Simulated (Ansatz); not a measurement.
**AlH5S (Al(H2S)H3) at CCSDT(Q)/STO-3G**

Aim: the electronic atomisation energy of AlH5S (Al(H2S)H3) at CCSDT(Q)/STO-3G, from 4 runs. 

The results are computed with Ansatz 0.2.0.

44 further runs of the same task are left out: 44 set aside as unsound or not needed.

**1. Starting point**

The species is AlH5S (7 atoms), meant as a singlet with charge 0. As SMILES, `[H][Al]([H])([H])<-[SH2]`. The shape comes from GFN2-xTB, which is rough for such elements, and wasn't checked as a minimum.

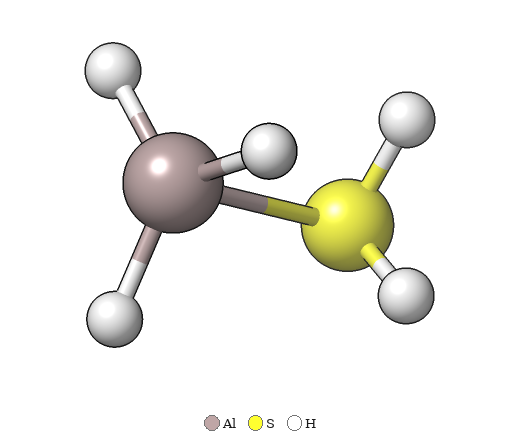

Viewed from a chosen angle; aluminium light grey, sulfur yellow, hydrogen white.

**2. A single-point energy at CCSDT(Q)/STO-3G**

The input, job.yaml:

```yaml
crystal:
  periodic: [false, false, false]
  atoms:
    - {symbol: Al, position_ang: [0.129800, -0.221970, -1.011590]}
    - {symbol: S, position_ang: [0.151830, -0.251940, 1.458910]}
    - {symbol: H, position_ang: [0.512600, 1.030130, 1.485280]}
    - {symbol: H, position_ang: [-1.145480, 0.049310, 1.476400]}
    - {symbol: H, position_ang: [1.682150, -0.187190, -1.188640]}
    - {symbol: H, position_ang: [-0.666140, 1.139260, -1.046260]}
    - {symbol: H, position_ang: [-0.664760, -1.557600, -1.174090]}
basis:
  gaussian: {orbitals: STO-3G}
correlation: {method: ccsdt_q, frozen_orbitals: {Al: 5, H: 0, S: 5}}
accuracy: high
scf: {omitted_lower_state_checks: [cluster_reference, increment]}
```

Launch:

```console
$ ansatz run job.yaml --threads 1 --pin off --max-ram 2610MiB --events-out events.jsonl --progress --plain --runs-dir runs
```

Log, shortened:

```text
Warning: RAYON_NUM_THREADS=1 ignored (pool sized by the plan → 1); use --threads N
Functional definition: HF
  name "HF"
[...]
408 factors; integrals over basis functions are off by at most 1.4e-8 eV
[...]
mean field -17280.82142167 eV, -635.0584738849 hartree, gradient 2.2e-8 eV, S^2 0.000000; 0 other end points of the search recorded, 0 dependent functions left out
10 core orbitals not correlated: weight in the atoms' cores, before any rotation towards them, 0.999 or more for the frozen orbitals, at most 0.000 for the correlated occupied ones
reference -17280.82142167 eV, -635.0584738849 hartree; 7, 7 occupied and 6, 6 virtual orbitals, 408 factors
second order -1.81044174 eV of doubles, -0.00000000 eV of singles
cycle   1  -2.34628605 eV  change   -5.4e-1 eV  update   6.2e-2
[...]
cycle  19  -2.65852493 eV  change  -8.8e-10 eV  update   1.0e-9
perturbative correction 0.00014002 eV, 0.0000051456 hartree
Total energy: -17283.47980658 eV, -635.1561677284 hartree
Checks for a lower state left out: cluster_reference, increment
```

Wall time 0.26 s (1 thread of Arm Neoverse V2, shared host).

**3. The Al atom, same level**

The input, molecule.yaml:

```yaml
basis:
  gaussian: {orbitals: STO-3G}
crystal:
  periodic: [false, false, false]
  atoms:
    - symbol: Al
      position_ang: [0.000000, 0.000000, 0.000000]
magnetization: {spin_polarized: true, initial_magnetization: 1}
correlation: {method: ccsdt_q, frozen_orbitals: {Al: 5}}
accuracy: high
scf: {omitted_lower_state_checks: [cluster_reference, increment]}
```

Run the same way, it converges to -238.88392 Eh (log not shown).

**4. The H atom: the energy at UHF/STO-3G**

The input, job.yaml:

```yaml
crystal:
  periodic: [false, false, false]
  atoms:
    - symbol: H
      position_ang: [0.000000, 0.000000, 0.000000]
basis:
  gaussian:
    orbitals: STO-3G
magnetization:
  spin_polarized: true
  initial_magnetization: 1
hamiltonian:
  xc: hf
accuracy: high
```

Launch:

```console
$ ansatz run job.yaml --threads 1 --pin off --max-ram 2610MiB --events-out events.jsonl --progress --plain --runs-dir runs
```

Log:

```text
Warning: RAYON_NUM_THREADS=1 ignored (pool sized by the plan → 1); use --threads N
[... 2 set-up lines as earlier in the session ...]
  exchange = exact_x
  correlation = 0
1 factors; integrals over basis functions are off by at most 4.6e-10 eV
mean field evaluation 1: about -12.6963 eV, gradient 0.0e0 eV
mean field evaluation 2: about -12.6963 eV, gradient 0.0e0 eV
mean field -12.69633895 eV, -0.4665818504 hartree, gradient 0.0e0 eV, S^2 0.750000; 0 other end points of the search recorded, 0 dependent functions left out
reference -12.69633895 eV, -0.4665818504 hartree; 1, 0 occupied and 0, 1 virtual orbitals, 1 factors
Total energy: -12.69633895 eV, -0.4665818504 hartree
```

Run time: 0.02 s. Hardware: 1 thread of Arm Neoverse V2, shared host.

**5. The S atom**

The input, run.yaml:

```yaml
crystal:
  periodic: [false, false, false]
  atoms:
    - {symbol: S, position_ang: [0.000000, 0.000000, 0.000000]}
basis:
  gaussian: {orbitals: STO-3G}
magnetization: {spin_polarized: true, initial_magnetization: 2}
correlation: {method: ccsdt_q, frozen_orbitals: {S: 5}}
accuracy: high
scf: {omitted_lower_state_checks: [cluster_reference, increment]}
```

Run the same way, it converges to -393.13022 Eh (log not shown).

**6. Summary of results**

At CCSDT(Q)/STO-3G, 10 core orbitals frozen:

| quantity | value |
| --- | --- |
| molecule: total energy | -635.15617 Eh |
| molecule: correlation energy (10 core orbitals frozen) | -97.7 mEh |
| molecule: T1 diagnostic | 0.006 |
| Al atom: total energy | -238.88392 Eh |
| Al atom: correlation energy (5 core orbitals frozen) | -25.6 mEh |
| Al atom: ⟨S²⟩ of the reference determinant | 0.750 |
| Al atom: T1 diagnostic | 0.000 |
| H atom: total energy | -0.46658 Eh |
| H atom: ⟨S²⟩ | 0.750 |
| S atom: total energy | -393.13022 Eh |
| S atom: correlation energy (5 core orbitals frozen) | 0.0 mEh |
| S atom: ⟨S²⟩ of the reference determinant | 2.000 |
| S atom: T1 diagnostic | 0.000 |
| electronic atomisation energy | 22.017 eV |

In words: Taking the molecule apart into free atoms costs 22.02 eV (508 kcal/mol), before zero-point energy and without spin-orbit coupling. In a minimal basis such a difference can be off by several eV, whatever the method.
